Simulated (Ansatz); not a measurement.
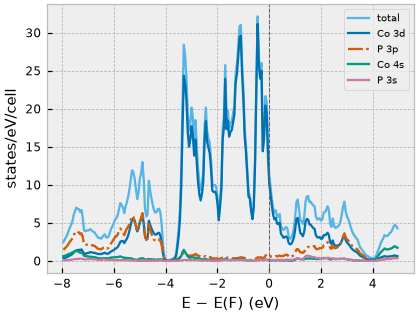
*Total and projected density of states of Co$_{2}$P in space group Pnma (No. 62; Co on 4c, Co on 4c, P on 4c), the program Ansatz at the PBEsol level (PAW)*

**Question.** Which orbitals carry the states next to the Fermi level?

**Answer.** Within 0.5 eV of the Fermi level: Co 3d 93 %. Projections are on Löwdin-orthogonalised atomic valence shells; empty p or d shells of many metals are not among them.

**Question.** Where is the tallest occupied peak in this window, and what makes it?

**Answer.** Near -0.4 eV, about 32 states/eV per cell; the largest projected share is Co 3d.

The first step of the workflow began from a Materials Project structure, measured or hypothetical; the Crystallography Open Database files this formula in space group No. 62, but the cells were not matched. Its standing as an ambient phase is unchecked. The cell was relaxed with PBEsol under the symmetry of its start; its stability against distortions is not shown here. The workflow began spin-polarised and lost its moments.

Potentials: the later of the program's two PAW sets.
